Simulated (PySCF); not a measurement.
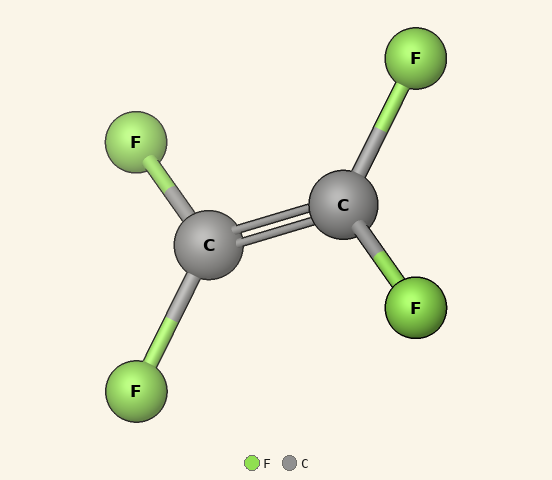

Orthographic view. Depth is shown by fading: the farther an atom, the more it takes the colour of the background. The computed structure is the end point of a PBE0-D3(BJ)/def2-SVP optimisation. No frequency run is at hand to confirm it as a minimum.

### Give the standard InChI.

InChI=1S/C2F4/c3-1(4)2(5)6
